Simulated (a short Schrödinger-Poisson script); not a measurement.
Structure: MOS inversion layer, SiO2 on p-type Si(100), at 300 K.

| layer | material | thickness (nm) | Na (cm⁻³) |
|---|---|---|---|
| 1 | SiO2 | 2.4 | - |
| 2 | Si | 580 | 5.5e17 |

Constants are typed, rounded textbook-type inputs, not results; the design itself was drawn at random and stands for no fabricated device. SiO2: permittivity 3.9, conduction-band edge (eV) 3.15, gap (eV) 9, electron mass (mₑ) 0.5. Si: permittivity 11.7, conduction-band edge (eV) 0, gap (eV) 1.124, Nv at 300 K (cm⁻³) 3.1e19.

Channel valleys (confinement mass, in-plane density-of-states mass, number): Δ2 0.916, 0.19, 2; Δ4 0.19, 0.417, 4. At the gate the conduction-band edge of layer 1 lies 3.59 eV − eVg above the Fermi level of the channel; the field vanishes at the back. Gaps are held at their typed values at every temperature. Mesh 0.03 nm at interfaces.

Solved with a short Schrödinger-Poisson script written for these runs: 1D Poisson equation in equilibrium, electrons quantum, Hartree (BenDaniel-Duke, 12 states a valley, the channel's in-plane mass for all, wave functions free to enter the dielectric), parabolic valleys, classical holes, full ionisation, no traps, pinning or gate leakage.

Only gate voltages with over 1e8 electrons/cm² are shown.

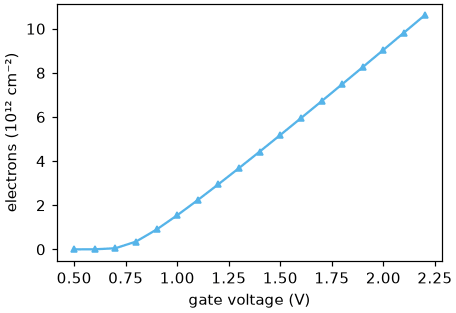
Figure. Sheet density against gate voltage

| Vg (V) | electrons (cm⁻²) | C (μF/cm²) | Δ2 E0 (meV) | Δ2 E1 (meV) | Δ4 E0 (meV) | Δ4 E1 (meV) |
|---|---|---|---|---|---|---|
| 0.5 | 1.03e8 | 0.206 | 289.0 | 353.1 | 337.2 | 442.7 |
| 0.6 | 2.44e9 | 0.207 | 206.2 | 272.8 | 256.1 | 365.9 |
| 0.7 | 4.97e10 | 0.369 | 127.6 | 196.5 | 179.0 | 292.7 |
| 0.8 | 3.52e11 | 0.805 | 75.7 | 147.5 | 129.1 | 246.0 |
| 0.9 | 9.00e11 | 1.01 | 49.8 | 124.7 | 105.5 | 224.9 |
| 1 | 1.55e12 | 1.10 | 34.0 | 112.1 | 92.0 | 213.7 |
| 1.1 | 2.24e12 | 1.14 | 22.6 | 103.8 | 82.8 | 206.5 |
| 1.2 | 2.95e12 | 1.17 | 13.5 | 97.8 | 75.9 | 201.4 |
| 1.3 | 3.69e12 | 1.19 | 5.8 | 93.2 | 70.4 | 197.7 |
| 1.4 | 4.43e12 | 1.20 | -0.9 | 89.4 | 65.7 | 194.7 |
| 1.5 | 5.18e12 | 1.22 | -6.9 | 86.2 | 61.7 | 192.2 |
| 1.6 | 5.95e12 | 1.23 | -12.4 | 83.5 | 58.1 | 190.2 |
| 1.7 | 6.71e12 | 1.23 | -17.5 | 81.2 | 54.8 | 188.5 |
| 1.8 | 7.48e12 | 1.24 | -22.3 | 79.1 | 51.8 | 187.0 |
| 1.9 | 8.26e12 | 1.25 | -26.9 | 77.3 | 49.1 | 185.8 |
| 2 | 9.04e12 | 1.25 | -31.2 | 75.6 | 46.5 | 184.6 |
| 2.1 | 9.82e12 | 1.26 | -35.4 | 74.1 | 44.0 | 183.6 |
| 2.2 | 1.06e13 | 1.26 | -39.4 | 72.7 | 41.7 | 182.8 |

Subbands count from the Fermi level.
